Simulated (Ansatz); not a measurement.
# FGeH5O2Si: a ladder of functionals and wavefunction methods, part 2 of 2

Ansatz 0.2.0, Gaussian basis; functionals in def2-TZVPP, the program's frozen cores in correlated methods.

## (14) CAM-B3LYP-D4 (range-separated)

Contents of in.yaml:

```yaml
crystal:
  periodic: [false, false, false]
  atoms:
    - {symbol: O, position_ang: [-1.248802, 0.471898, 1.735287]}
    - {symbol: Ge, position_ang: [-1.028836, 0.972383, 0.033656]}
    - {symbol: Si, position_ang: [0.771028, -0.368144, -0.791083]}
    - {symbol: O, position_ang: [1.063001, -1.341027, 0.497499]}
    - {symbol: F, position_ang: [2.061202, 0.518005, -1.123943]}
    - {symbol: H, position_ang: [-0.651250, -0.249392, 1.951952]}
    - {symbol: H, position_ang: [-0.731353, 2.481558, 0.021112]}
    - {symbol: H, position_ang: [-2.350083, 0.711833, -0.715824]}
    - {symbol: H, position_ang: [0.526220, -1.171575, -2.016694]}
    - {symbol: H, position_ang: [1.671972, -2.076839, 0.411036]}
basis:
  gaussian: {orbitals: def2-TZVPP}
hamiltonian: {xc: {name: CAM-B3LYP}, dispersion: d4}
output: {orbitals: {seedname: orbitals}}
```

Started as:

```sh
$ ansatz run in.yaml --threads 4 --pin off --events-out ev --progress --plain --max-ram 10444MiB
```

Standard output, cut to the lines that bear on the results:

```text
Functional definition: CAM-B3LYP
  name "CAM-B3LYP"
  cite "Yanai, Tew & Handy, Chem. Phys. Lett. 393, 51 (2004) doi:10.1016/j.cplett.2004.06.011"
  cite "Iikura, Tsuneda, Yanai & Hirao, J. Chem. Phys. 115, 3540 (2001) doi:10.1063/1.1383587"
  cite "Becke, Phys. Rev. A 38, 3098 (1988) doi:10.1103/PhysRevA.38.3098"
  cite "Lee, Yang & Parr, Phys. Rev. B 37, 785 (1988) doi:10.1103/PhysRevB.37.785"
  cite "Vosko, Wilk & Nusair, Can. J. Phys. 58, 1200 (1980) doi:10.1139/p80-159"
[...]
  # Exact exchange under (alpha + beta erf(omega r))/r, Becke's under what is left of 1/r.
[...]
1433 factors; their error is unknown
336 factors; integrals over basis functions are off by at most 9.5e-6 eV
[...]
mean field -71297.09680949 eV, -2620.1199808409 hartree, gradient 6.7e-5 eV, S^2 0.000000; 0 other end points of the search recorded, 0 dependent functions left out
reference -71297.09694187 eV, -2620.1199857058 hartree; 38, 38 occupied and 215, 215 virtual orbitals, 1433 factors
Total energy: -71297.28556269 eV, -2620.1269173930 hartree
```

Run time: 4.1 s. Hardware: 4 threads of Arm Neoverse V2, shared host; peak memory 0.83 GiB.

Atomisation energy: 3477.5 kJ/mol (free atoms -71261.244 eV, run apart). HOMO -9.47 eV, LUMO 0.25 eV.

## (15) LC-ωPBE (range-separated)

Changes to in.yaml since step 14:

```diff
@@ -15,3 +15,3 @@
   gaussian: {orbitals: def2-TZVPP}
-hamiltonian: {xc: {name: CAM-B3LYP}, dispersion: d4}
+hamiltonian: {xc: {name: LC-wPBE}}
 output: {orbitals: {seedname: orbitals}}
```

Same command.

Standard output, cut to the lines that bear on the results:

```text
Functional definition: LC-wPBE
  name "LC-wPBE"
  cite "Vydrov & Scuseria, J. Chem. Phys. 125, 234109 (2006) doi:10.1063/1.2409292"
  cite "Heyd & Scuseria, J. Chem. Phys. 120, 7274 (2004) doi:10.1063/1.1668634"
  cite "Ernzerhof & Perdew, J. Chem. Phys. 109, 3313 (1998) doi:10.1063/1.476928"
  cite "Perdew, Burke & Ernzerhof, Phys. Rev. Lett. 77, 3865 (1996) doi:10.1103/PhysRevLett.77.3865"
  parent pbe
[...]
1399 factors; their error is unknown
427 factors; integrals over basis functions are off by at most 2.1e-5 eV
[...]
mean field -71281.77967505 eV, -2619.5570865325 hartree, gradient 5.1e-5 eV, S^2 0.000000; 0 other end points of the search recorded, 0 dependent functions left out
reference -71281.77967506 eV, -2619.5570865327 hartree; 38, 38 occupied and 215, 215 virtual orbitals, 1399 factors
Total energy: -71281.77967506 eV, -2619.5570865327 hartree
```

Run time: 2.6 s. Hardware: 4 threads of Arm Neoverse V2, shared host; peak memory 0.49 GiB.

Atomisation energy: 3438.5 kJ/mol (free atoms -71246.142 eV, run apart). HOMO -10.75 eV, LUMO 1.48 eV.

## (16) ωB97X-V (range-separated)

Changes to in.yaml since step 15:

```diff
@@ -15,3 +15,3 @@
   gaussian: {orbitals: def2-TZVPP}
-hamiltonian: {xc: {name: LC-wPBE}}
+hamiltonian: {xc: {name: wB97X-V}}
 output: {orbitals: {seedname: orbitals}}
```

Launched as before.

Standard output, cut to the lines that bear on the results:

```text
Functional definition: wB97X-V
  name "wB97X-V"
  cite "Mardirossian & Head-Gordon, Phys. Chem. Chem. Phys. 16, 9904 (2014) doi:10.1039/C3CP54374A"
  cite "Becke, J. Chem. Phys. 107, 8554 (1997) doi:10.1063/1.475007"
  cite "Vydrov & Van Voorhis, J. Chem. Phys. 133, 244103 (2010) doi:10.1063/1.3521275"
[...]
      + integral(e_c_pw_opposite_spin*poly(b97_u_opposite, cos0, cos1)) + vv10(b, c)
1433 factors; their error is unknown
298 factors; integrals over basis functions are off by at most 7.9e-6 eV
[...]
mean field -71286.69441237 eV, -2619.7376997975 hartree, gradient 6.0e-5 eV, S^2 0.000000; 0 other end points of the search recorded, 0 dependent functions left out
reference -71286.69441034 eV, -2619.7376997230 hartree; 38, 38 occupied and 215, 215 virtual orbitals, 1433 factors
Total energy: -71286.69441034 eV, -2619.7376997230 hartree
```

It took 8.5 s on 4 threads of Arm Neoverse V2, shared host; peak memory 0.89 GiB.

With the free atoms at this level, -71250.552 eV in sum, the atomisation energy is 3487.2 kJ/mol. HOMO -10.43 eV, LUMO 1.31 eV.

## (17) ωB97M-V (range-separated)

Changes to in.yaml since step 16:

```diff
@@ -15,3 +15,3 @@
   gaussian: {orbitals: def2-TZVPP}
-hamiltonian: {xc: {name: wB97X-V}}
-output: {orbitals: {seedname: orbitals}}
+hamiltonian: {xc: {name: wB97M-V}}
+output: {forces: true, orbitals: {seedname: orbitals}}
```

Same command.

Standard output:

```text
Functional definition: wB97M-V
  name "wB97M-V"
  cite "Mardirossian & Head-Gordon, J. Chem. Phys. 144, 214110 (2016) doi:10.1063/1.4952647"
  cite "Becke, J. Chem. Phys. 107, 8554 (1997) doi:10.1063/1.475007"
  cite "Vydrov & Van Voorhis, J. Chem. Phys. 133, 244103 (2010) doi:10.1063/1.3521275"
  # Of w^i u^j: cxij and so on, Table III.
  parameter omega = 0.3/bohr
  parameter cx = 0.15
  parameter cx01 = 1.007
  parameter cx10 = 0.259
  parameter css00 = 0.443
  parameter css04 = -1.437
  parameter css10 = -4.535
  parameter css20 = -3.390
  parameter css43 = 4.278
  parameter cos00 = 1.000
  parameter cos10 = 1.358
  parameter cos20 = 2.924
  parameter cos21 = -8.812
  parameter cos60 = -1.390
  parameter cos61 = 9.142
  parameter b = 6.0
  parameter c = 0.01
  gx(w, u) = 1 - cx + cx01*u + cx10*w
  gss(w, u) = css00 + css04*u^4 + css10*w + css20*w^2 + css43*w^4*u^3
  gos(w, u) = cos00 + cos10*w + (cos20 + cos21*u)*w^2 + (cos60 + cos61*u)*w^6
  exchange = spin_sum(e_x_unif_sr(omega)*gx(b97_w, b97_u_x)) + cx*exact_x_sr(omega) + exact_x_lr(omega)
  correlation = spin_sum(e_c_pw_mod_same_spin*gss(b97_w, b97_u_same))
      + integral(e_c_pw_mod_opposite_spin*gos(b97_w_opposite, b97_u_opposite)) + vv10(b, c)
1430 factors; their error is unknown
298 factors; integrals over basis functions are off by at most 7.9e-6 eV
mean field evaluation 1: about -71281.3143 eV, gradient 7.3e1 eV
mean field evaluation 2: about -71277.2735 eV, gradient 9.0e1 eV
mean field evaluation 4: about -71289.5051 eV, gradient 3.6e0 eV
mean field evaluation 8: about -71289.5311 eV, gradient 9.6e-2 eV
mean field evaluation 16: about -71289.7025 eV, gradient 3.6e-4 eV
mean field -71289.70249008 eV, -2619.8482446145 hartree, gradient 5.9e-5 eV, S^2 0.000000; 0 other end points of the search recorded, 0 dependent functions left out
the calculation of the forces begins
reference -71289.70253944 eV, -2619.8482464284 hartree; 38, 38 occupied and 215, 215 virtual orbitals, 1430 factors
Total energy: -71289.70253944 eV, -2619.8482464284 hartree
Atom 0 at    -1.248802     0.471898     1.735287 Å, force     0.041709    -0.068717     0.059309 eV/Å
Atom 1 at    -1.028836     0.972383     0.033656 Å, force     0.029332     0.061856    -0.191160 eV/Å
Atom 2 at     0.771028    -0.368144    -0.791083 Å, force    -0.247804    -0.037343    -0.151934 eV/Å
Atom 3 at     1.063001    -1.341027     0.497499 Å, force     0.041563    -0.090440     0.057597 eV/Å
Atom 4 at     2.061202     0.518005    -1.123943 Å, force     0.093826     0.080775    -0.026218 eV/Å
Atom 5 at    -0.651250    -0.249392     1.951952 Å, force    -0.036370     0.031792     0.015976 eV/Å
Atom 6 at    -0.731353     2.481558     0.021112 Å, force    -0.024050    -0.115971     0.004541 eV/Å
Atom 7 at    -2.350083     0.711833    -0.715824 Å, force     0.098720     0.018825     0.059575 eV/Å
Atom 8 at     0.526220    -1.171575    -2.016694 Å, force     0.027772     0.097953     0.149010 eV/Å
Atom 9 at     1.671972    -2.076839     0.411036 Å, force    -0.024698     0.021269     0.023305 eV/Å
Dipole moment:     0.224014    -0.455275    -0.269951 e Å
```

It took 13 s on 4 threads of Arm Neoverse V2, shared host; peak memory 0.99 GiB.

With the free atoms at this level, -71253.792 eV in sum, the atomisation energy is 3464.8 kJ/mol. HOMO -10.23 eV, LUMO 1.01 eV.

## (18) B2PLYP (double hybrid)

Changes to in.yaml since step 17:

```diff
@@ -15,3 +15,2 @@
   gaussian: {orbitals: def2-TZVPP}
-hamiltonian: {xc: {name: wB97M-V}}
-output: {forces: true, orbitals: {seedname: orbitals}}
+hamiltonian: {xc: {name: B2PLYP}}
```

The command is unchanged.

Standard output, cut to the lines that bear on the results:

```text
Functional definition: B2PLYP
  name "B2PLYP"
  cite "Grimme, J. Chem. Phys. 124, 034108 (2006) doi:10.1063/1.2148954"
  cite "Becke, Phys. Rev. A 38, 3098 (1988) doi:10.1103/PhysRevA.38.3098"
  cite "Lee, Yang & Parr, Phys. Rev. B 37, 785 (1988) doi:10.1103/PhysRevB.37.785"
[...]
1563 factors; integrals over basis functions are off by at most 9.4e-4 eV
[...]
mean field -71268.33614600 eV, -2619.0630459523 hartree, gradient 1.4e-6 eV, S^2 0.000000; 0 other end points of the search recorded, 0 dependent functions left out
17 core orbitals not correlated: weight in the atoms' cores, before any rotation towards them, 1.000 or more for the frozen orbitals, at most 0.000 for the correlated occupied ones
reference -71268.33631713 eV, -2619.0630522413 hartree; 21, 21 occupied and 215, 215 virtual orbitals, 1563 factors
second order -36.29275344 eV of doubles, -0.00000000 eV of singles
Total energy: -71278.13536056 eV, -2619.4231604453 hartree
```

It took 6 s on 4 threads of Arm Neoverse V2, shared host; peak memory 0.7 GiB.

Atomisation energy: 3423.6 kJ/mol (free atoms -71242.652 eV, run apart).

## (19) PBE-QIDH (double hybrid)

Changes to in.yaml since step 18:

```diff
@@ -15,2 +15,2 @@
   gaussian: {orbitals: def2-TZVPP}
-hamiltonian: {xc: {name: B2PLYP}}
+hamiltonian: {xc: {name: PBE-QIDH}}
```

Same command.

Standard output, cut to the lines that bear on the results:

```text
Functional definition: PBE-QIDH
  name "PBE-QIDH"
  cite "Brémond, Sancho-García, Pérez-Jiménez & Adamo, J. Chem. Phys. 141, 031101 (2014) doi:10.1063/1.4890314"
  cite "Perdew, Burke & Ernzerhof, Phys. Rev. Lett. 77, 3865 (1996) doi:10.1103/PhysRevLett.77.3865"
[...]
1563 factors; integrals over basis functions are off by at most 9.4e-4 eV
[...]
mean field -71254.77122246 eV, -2618.5645442066 hartree, gradient 4.1e-6 eV, S^2 0.000000; 0 other end points of the search recorded, 0 dependent functions left out
17 core orbitals not correlated: weight in the atoms' cores, before any rotation towards them, 1.000 or more for the frozen orbitals, at most 0.000 for the correlated occupied ones
reference -71254.77123506 eV, -2618.5645446697 hartree; 21, 21 occupied and 215, 215 virtual orbitals, 1563 factors
second order -33.76639835 eV of doubles, -0.00000000 eV of singles
Total energy: -71266.02670117 eV, -2618.9781754203 hartree
```

Run time: 6.5 s. Hardware: 4 threads of Arm Neoverse V2, shared host; peak memory 0.7 GiB.

Atomisation energy: 3416.4 kJ/mol (free atoms -71230.619 eV, run apart).

## (20) Orbital energies across the functionals

Dipoles come from the runs that computed forces. Levels are read from the orbital files that the runs wrote:

| functional | HOMO (eV) | LUMO (eV) | gap (eV) | dipole (D) |
| --- | --- | --- | --- | --- |
| LDA (SPW92) | -6.84 | -1.80 | 5.04 |  |
| PBE-D4 | -6.72 | -1.56 | 5.16 | 2.60 |
| revPBE-D4 | -6.66 | -1.44 | 5.22 |  |
| BLYP-D4 | -6.62 | -1.45 | 5.16 |  |
| r2SCAN-D4 | -7.08 | -1.24 | 5.84 | 2.69 |
| B97M-V | -7.22 | -1.41 | 5.80 |  |
| PBE0-D4 | -8.14 | -0.72 | 7.42 |  |
| B3LYP-D4 | -7.94 | -0.95 | 6.99 | 2.74 |
| r2SCANh-D4 | -7.63 | -0.96 | 6.67 |  |
| r2SCAN0-D4 | -8.33 | -0.53 | 7.80 |  |
| HSE06-D4 | -7.74 | -1.09 | 6.65 |  |
| BHLYP-D4 | -9.33 | 0.11 | 9.44 |  |
| CAM-B3LYP-D4 | -9.47 | 0.25 | 9.72 |  |
| LC-ωPBE | -10.75 | 1.48 | 12.23 |  |
| ωB97X-V | -10.43 | 1.31 | 11.74 |  |
| ωB97M-V | -10.23 | 1.01 | 11.24 | 2.76 |

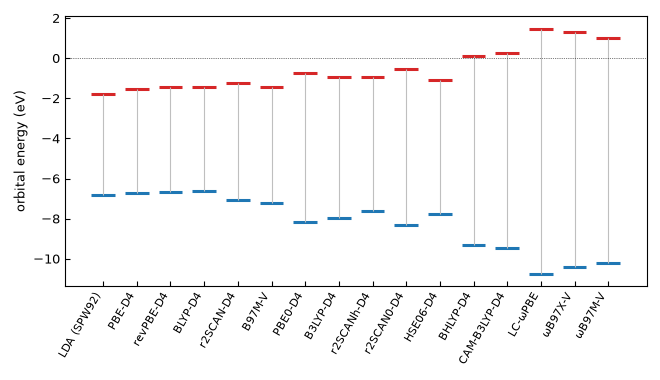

Highest occupied (blue) and lowest empty (red) level by functional.

## (21) CCSD(T) in def2-SVP

Changes to in.yaml since step 19:

```diff
@@ -14,3 +14,3 @@
 basis:
-  gaussian: {orbitals: def2-TZVPP}
-hamiltonian: {xc: {name: PBE-QIDH}}
+  gaussian: {orbitals: def2-SVP}
+correlation: {method: ccsd_t}
```

The command is unchanged.

Standard output, cut to the lines that bear on the results:

```text
Functional definition: HF
  name "HF"
  cite "Fock, Z. Phys. 61, 126 (1930) doi:10.1007/BF01340294"
  parent pbe
[...]
1123 factors; integrals over basis functions are off by at most 1.4e-3 eV
[...]
mean field -71183.36680913 eV, -2615.9404804166 hartree, gradient 2.8e-6 eV, S^2 0.000000; 0 other end points of the search recorded, 0 dependent functions left out
17 core orbitals not correlated: weight in the atoms' cores, before any rotation towards them, 1.000 or more for the frozen orbitals, at most 0.000 for the correlated occupied ones
reference -71183.36680913 eV, -2615.9404804166 hartree; 21, 21 occupied and 79, 79 virtual orbitals, 1123 factors
second order -24.06290196 eV of doubles, -0.00000000 eV of singles
cycle   1  -24.03896454 eV  change    2.4e-2 eV  update   1.2e-1
[...]
cycle   9  -24.79847330 eV  change   -1.5e-5 eV  update   2.4e-5
perturbative correction -0.54255526 eV, -0.0199385381 hartree
Total energy: -71208.70783770 eV, -2616.8717460396 hartree
```

Wall time 10 s (4 threads of Arm Neoverse V2, shared host); peak memory 0.63 GiB.

## (22) CCSD(T) in def2-TZVPP

Changes to in.yaml since step 21:

```diff
@@ -14,3 +14,4 @@
 basis:
-  gaussian: {orbitals: def2-SVP}
+  gaussian: {orbitals: def2-TZVPP}
 correlation: {method: ccsd_t}
+output: {orbitals: {seedname: orbitals}}
```

Launched as before.

Standard output, cut to the lines that bear on the results:

```text
Functional definition: HF
  name "HF"
  cite "Fock, Z. Phys. 61, 126 (1930) doi:10.1007/BF01340294"
  parent pbe
[...]
1563 factors; integrals over basis functions are off by at most 9.4e-4 eV
[...]
mean field -71202.58943776 eV, -2616.6468989892 hartree, gradient 1.1e-6 eV, S^2 0.000000; 0 other end points of the search recorded, 0 dependent functions left out
17 core orbitals not correlated: weight in the atoms' cores, before any rotation towards them, 1.000 or more for the frozen orbitals, at most 0.000 for the correlated occupied ones
reference -71202.58943776 eV, -2616.6468989892 hartree; 21, 21 occupied and 215, 215 virtual orbitals, 1563 factors
second order -30.17084773 eV of doubles, -0.00000000 eV of singles
cycle   1  -29.87271985 eV  change    3.0e-1 eV  update   1.2e-1
[...]
cycle   9  -30.76343063 eV  change   -1.9e-5 eV  update   3.0e-5
perturbative correction -1.03638709 eV, -0.0380865230 hartree
Total energy: -71234.38925548 eV, -2617.8155207355 hartree
```

It took 4.5 min on 4 threads of Arm Neoverse V2, shared host; peak memory 5.8 GiB.

## (23) MP2 in def2-QZVPP

Changes to in.yaml since step 22:

```diff
@@ -14,4 +14,3 @@
 basis:
-  gaussian: {orbitals: def2-TZVPP}
-correlation: {method: ccsd_t}
-output: {orbitals: {seedname: orbitals}}
+  gaussian: {orbitals: "def2-QZVPP.json"}
+correlation: {method: mp2}
```

Same command.

Standard output:

```text
Functional definition: HF
  name "HF"
  cite "Fock, Z. Phys. 61, 126 (1930) doi:10.1007/BF01340294"
  parent pbe
  exchange = exact_x
  correlation = 0
2990 factors; integrals over basis functions are off by at most 8.7e-4 eV
mean field evaluation 1: about -71198.4125 eV, gradient 5.6e1 eV
mean field evaluation 2: about -71198.5439 eV, gradient 5.6e1 eV
mean field evaluation 4: about -71204.2686 eV, gradient 3.7e0 eV
mean field evaluation 8: about -71204.3289 eV, gradient 3.2e-1 eV
mean field -71204.32953993 eV, -2616.7108465645 hartree, gradient 1.4e-6 eV, S^2 0.000000; 0 other end points of the search recorded, 0 dependent functions left out
17 core orbitals not correlated: weight in the atoms' cores, before any rotation towards them, 1.000 or more for the frozen orbitals, at most 0.000 for the correlated occupied ones
reference -71204.32953993 eV, -2616.7108465645 hartree; 21, 21 occupied and 442, 442 virtual orbitals, 2990 factors
second order -39.37152856 eV of doubles, -0.00000000 eV of singles
Total energy: -71243.70106850 eV, -2618.1577235522 hartree
```

Wall time 23 s (4 threads of Arm Neoverse V2, shared host); peak memory 2.9 GiB.

The pieces so far (eV):

| basis | HF | MP2 correlation | CCSD correlation | (T) | total |
| --- | --- | --- | --- | --- | --- |
| def2-SVP | -71183.3668 | -24.0629 | -24.7985 | -0.5426 | -71208.7078 |
| def2-TZVPP | -71202.5894 | -30.1708 | -30.7634 | -1.0364 | -71234.3893 |
| def2-QZVPP | -71204.3295 | -39.3715 |  |  | -71243.7011 (MP2) |

The report of the def2-TZVPP run gives T1 = 0.0124.

## (24) The basis-set limit

This step is arithmetic on the last runs, with X = 3 and 4: exp(−7.88√X) for Hartree-Fock, X^−2.97 for correlation; only MP2 was run in the larger set, so CCSD(T) minus MP2 is added from the smaller one.

| level | energy at the limit (eV) |
| --- | --- |
| HF | -71204.5692 |
| MP2 | -71250.7561 |
| CCSD | -71251.3486 |
| CCSD(T) | -71252.3850 |

This is no true limit for total energies: MP2 correlation changes by a factor of 1.30 from triple to quadruple zeta (about 1.07 in light molecules), because outer-core shells are correlated in sets not made for them. Much of that cancels between molecule and atoms or ions.

## (25) RPA on PBE orbitals

Changes to in.yaml since step 23:

```diff
@@ -14,3 +14,4 @@
 basis:
-  gaussian: {orbitals: "def2-QZVPP.json"}
-correlation: {method: mp2}
+  gaussian: {orbitals: def2-TZVPP}
+hamiltonian: {xc: pbe}
+correlation: {method: rpa}
```

Launched as before.

Standard output, cut to the lines that bear on the results:

```text
Functional definition: PBE
  name "PBE"
  cite "Perdew, Burke & Ernzerhof, Phys. Rev. Lett. 77, 3865 (1996) doi:10.1103/PhysRevLett.77.3865"
  parent pbe
[...]
1563 factors; integrals over basis functions are off by at most 9.4e-4 eV
[...]
mean field -71275.66151761 eV, -2619.3322483936 hartree, gradient 4.2e-6 eV, S^2 0.000000; 1 other end points of the search recorded, 0 dependent functions left out
17 core orbitals not correlated: weight in the atoms' cores, before any rotation towards them, 1.000 or more for the frozen orbitals, at most 0.000 for the correlated occupied ones
reference -71200.28853552 eV, -2616.5623423915 hartree; 21, 21 occupied and 215, 215 virtual orbitals, 1563 factors
Total energy: -71247.30565073 eV, -2618.2901895061 hartree
```

Run time: 6.5 s. Hardware: 4 threads of Arm Neoverse V2, shared host; peak memory 0.65 GiB.

RPA correlation: -47.017 eV. No RPA run of the hydrogen atom was made, so RPA has no atomisation energy below.

## (26) All levels against the reference

Atomisation energy = energies of 2 O, 1 Ge, 1 Si, 1 F, 5 H (separate runs, same level) minus the molecule's; electronic only, no spin-orbit term.

Differences are taken before rounding.

| method | rung | atomisation energy (kJ/mol) | from CCSD(T)/CBS (kJ/mol) | time |
| --- | --- | --- | --- | --- |
| LDA (SPW92) | LDA | 3987.8 | +487.5 | 1.5 s |
| PBE-D4 | GGA | 3489.3 | -11.1 | 3 s |
| revPBE-D4 | GGA | 3390.4 | -110.0 | 2.6 s |
| BLYP-D4 | GGA | 3445.9 | -54.4 | 3.3 s |
| r2SCAN-D4 | meta-GGA | 3474.2 | -26.2 | 5.5 s |
| B97M-V | meta-GGA | 3481.4 | -18.9 | 9.5 s |
| PBE0-D4 | hybrid | 3411.8 | -88.5 | 4.2 s |
| B3LYP-D4 | hybrid | 3441.1 | -59.2 | 6 s |
| r2SCANh-D4 | hybrid | 3441.5 | -58.9 | 6.5 s |
| r2SCAN0-D4 | hybrid | 3394.8 | -105.6 | 6.5 s |
| HSE06-D4 | hybrid | 3413.5 | -86.9 | 3.9 s |
| BHLYP-D4 | hybrid | 3328.8 | -171.5 | 3.7 s |
| CAM-B3LYP-D4 | range-separated | 3477.5 | -22.8 | 4.1 s |
| LC-ωPBE | range-separated | 3438.5 | -61.8 | 2.6 s |
| ωB97X-V | range-separated | 3487.2 | -13.1 | 8.5 s |
| ωB97M-V | range-separated | 3464.8 | -35.5 | 13 s |
| B2PLYP | double hybrid | 3423.6 | -76.7 | 6 s |
| PBE-QIDH | double hybrid | 3416.4 | -84.0 | 6.5 s |
| HF/def2-TZVPP | wavefunction | 2449.5 | -1050.8 |  |
| MP2/def2-TZVPP | wavefunction | 3472.0 | -28.3 |  |
| CCSD/def2-TZVPP | wavefunction | 3344.7 | -155.6 |  |
| CCSD(T)/def2-SVP | wavefunction | 3179.7 | -320.7 | 10 s |
| CCSD(T)/def2-TZVPP | wavefunction | 3397.6 | -102.8 | 4.5 min |
| MP2/CBS | wavefunction | 3574.8 | +74.5 |  |
| CCSD(T)/CBS | wavefunction | 3500.3 | 0 | 4.9 min |

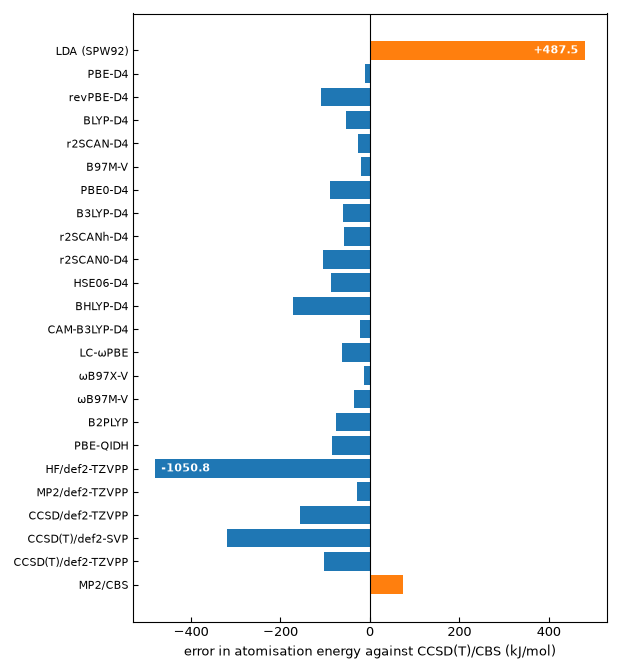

Error of each method against CCSD(T)/CBS. Bars with a number in them are cut short.

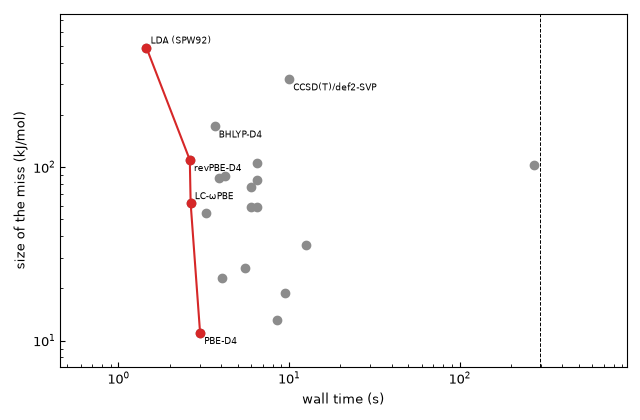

Miss against cost. Red marks the levels that no quicker level drawn beats (of those quicker than the yardstick), and the dashed line is the time of CCSD(T)/CBS. Only those levels and the largest misses are named. Times are from a shared host.

LDA (SPW92), LC-ωPBE, B2PLYP, PBE-QIDH carry no dispersion term (for B3LYP, D4 adds 33.8 kJ/mol).

Times are those of the molecule's run; HF, MP2 and CCSD come out of the CCSD(T) runs, and the limit's time is the sum of the runs that it needs.

## (27) Outcome

This closing draws on all 2 parts.

| quantity | value |
| --- | --- |
| atomisation energy, CCSD(T)/CBS | 3500.3 kJ/mol |
| functionals within 35.0 kJ/mol (1.0 %) | PBE-D4, r2SCAN-D4, B97M-V, CAM-B3LYP-D4, ωB97X-V |
| farthest beyond LDA | BHLYP-D4 (-171.5 kJ/mol) |
| mean size of error, GGA | 58.5 kJ/mol |
| mean size of error, meta-GGA | 22.5 kJ/mol |
| mean size of error, hybrid | 95.1 kJ/mol |
| mean size of error, range-separated | 33.3 kJ/mol |
| mean size of error, double hybrid | 80.3 kJ/mol |
| gap, smallest and largest | 5.04 eV (LDA (SPW92)), 12.23 eV (LC-ωPBE) |
| T1 diagnostic | 0.0124 |
| triples share of the correlation energy | 3.3 % |

**Reading.** The LDA atomisation energy is off by 487.5 kJ/mol (14 %): it overbinds. PBE-D4 misses by -11.1 kJ/mol. Double hybrids carry the basis error of their MP2 part in triple zeta, and no dispersion term here, so their miss is partly the set-up's. The rungs meta-GGA, range-separated miss on average by less than the doubt on the reference (35.0 kJ/mol), so they tie. The reference freezes the cores and leaves out relativity and excitations past (T), and its outer-core shells are covered unevenly, so misses under about 35.0 kJ/mol can't be ranked. Hartree-Fock recovers 70 % of the binding; the rest is correlation. CCSD(T) in def2-SVP is off by -320.7 kJ/mol, which most functionals beat. Orbital gaps span 5.0 to 12.2 eV; exact exchange widens them. Correlated methods include outer-core shells of Ge, which these sets cover unevenly.

For cost: PBE-D4 gets within 11.1 kJ/mol in 3 s, where CCSD(T)/CBS took 4.9 min; the quickest level in the cost chart, LDA (SPW92), takes 1.5 s and misses by 487.5 kJ/mol.
